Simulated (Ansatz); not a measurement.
ZrTi15C16

Input

```
crystal:
  lattice:
    - [-4.3204030417, 4.3204030417, -4.3204030417]
    - [4.3204030417, 4.3204030417, 4.3204030417]
    - [4.3204030417, -4.3204030417, -4.3204030417]
  atoms:
    - { symbol: Zr, position: [0.25, 0.0, 0.75] }
    - { symbol: Ti, position: [-0.0014313707, 0.2514313707, 0.75] }
    - { symbol: Ti, position: [0.5014313707, 0.0, 0.4985686293] }
    - { symbol: Ti, position: [0.75, 0.5, 0.75] }
    - { symbol: Ti, position: [0.25, 0.2514313707, 0.4985686293] }
    - { symbol: Ti, position: [0.5014313707, 0.7485686293, 0.75] }
    - { symbol: Ti, position: [-0.0014313707, 0.4971372586, 0.4985686293] }
    - { symbol: Ti, position: [0.75, 0.0, 0.25] }
    - { symbol: Ti, position: [0.5014313707, 0.2514313707, 0.2528627414] }
    - { symbol: Ti, position: [0.7471372586, 0.7485686293, 0.4985686293] }
    - { symbol: Ti, position: [-0.0014313707, 0.0, 0.0014313707] }
    - { symbol: Ti, position: [0.25, 0.5, 0.25] }
    - { symbol: Ti, position: [-0.0014313707, 0.7485686293, 0.2471372586] }
    - { symbol: Ti, position: [0.7528627414, 0.2514313707, 0.0014313707] }
    - { symbol: Ti, position: [0.5014313707, 0.5028627414, 0.0014313707] }
    - { symbol: Ti, position: [0.25, 0.7485686293, 0.0014313707] }
    - { symbol: C, position: [0.25, 0.5, 0.75] }
    - { symbol: C, position: [-0.0067608992, 0.7432391008, 0.75] }
    - { symbol: C, position: [0.5, 0.5, 0.5] }
    - { symbol: C, position: [0.75, 0.0, 0.75] }
    - { symbol: C, position: [0.25, 0.7432391008, 0.4932391008] }
    - { symbol: C, position: [0.5067608992, 0.2567608992, 0.75] }
    - { symbol: C, position: [-0.0067608992, 0.0, 0.4932391008] }
    - { symbol: C, position: [0.75, 0.5, 0.25] }
    - { symbol: C, position: [0.5, 0.75, 0.25] }
    - { symbol: C, position: [0.75, 0.25, 0.5] }
    - { symbol: C, position: [0.0, 0.5, 0.0] }
    - { symbol: C, position: [0.25, 0.0, 0.25] }
    - { symbol: C, position: [0.0, 0.25, 0.25] }
    - { symbol: C, position: [0.75, 0.75, 0.0] }
    - { symbol: C, position: [0.5067608992, 0.0, 0.0067608992] }
    - { symbol: C, position: [0.25, 0.2567608992, 0.0067608992] }
basis:
  ecutwfc: 420
kpoints:
  mp_grid: { grid: [6, 6, 6] }
  band_path:
    path: [[0.0, 0.0, 0.0], [0.0, 0.0, 0.16666667], [-0.5, -0.5, -0.5]]
    npoints: 1
hamiltonian:
  xc: pbesol
scf:
  occupations: { method: gaussian, width: 0.1 }
  n_extra_bands: 19
output:
  forces: true
  stress: true
  eigenvalues: true
  write_density: true
  write_potential: true
  elf: true
  volumetric_format: npy
```

Run with:

```sh
ansatz run input.yaml --threads 4 --pin off --max-ram 10240MiB --backend cpu --events-out ev --progress --plain --runs-dir out
```

Below, planes, directions and counts refer to the conventional cell (a = 8.64 Å, b = 8.64 Å, c = 8.64 Å, α = 90.00°, β = 90.00°, γ = 90.00°).

Space group Im-3m; a generated structure, not necessarily the stable one; computed without spin polarisation.

These are results of DFT PBEsol, scalar-relativistic, plane waves, PAW in Ansatz 0.2.0, not measurements.

**Predict the valence pseudo-density and electron localisation function between the atoms.**

Ti–C (2.10 Å): ρ is about 0.59 e/Å³ halfway; the ELF peaks at about 0.80 in the valence shell of C, 0.7 Å from its nucleus, and is about 0.30 at the midpoint.
Zr–C (2.22 Å): ρ at the midpoint is about 0.58 e/Å³; the ELF peaks at about 0.75 in the valence shell of C, 0.7 Å from its nucleus, and drops to about 0.25 between the two atoms (no shared electron pair shows on this line).
Zr–Ti (3.07 Å): ρ is about 0.21 e/Å³ halfway; the ELF is about 0.20 at the midpoint: no localised pair shows between them.
Ti–C (2.16 Å): ρ is about 0.52 e/Å³ halfway; the ELF peaks at about 0.80 in the valence shell of C, 0.7 Å from its nucleus, and is about 0.25 at the midpoint.

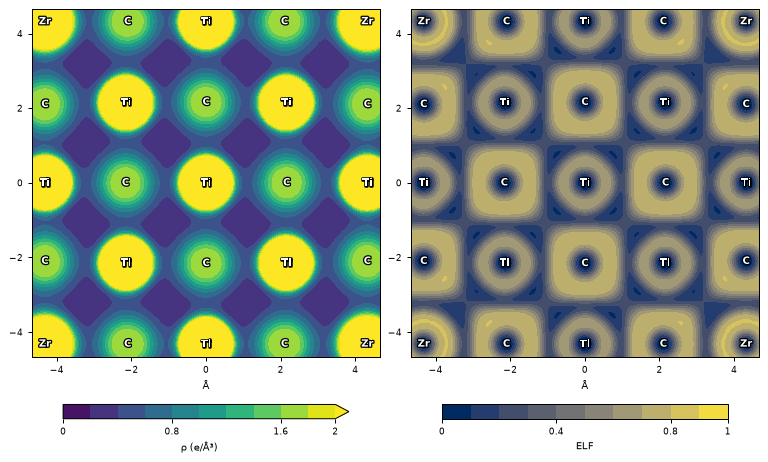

Computed valence pseudo-density and electron localisation function on the (100) plane of the conventional cell, in this order. 
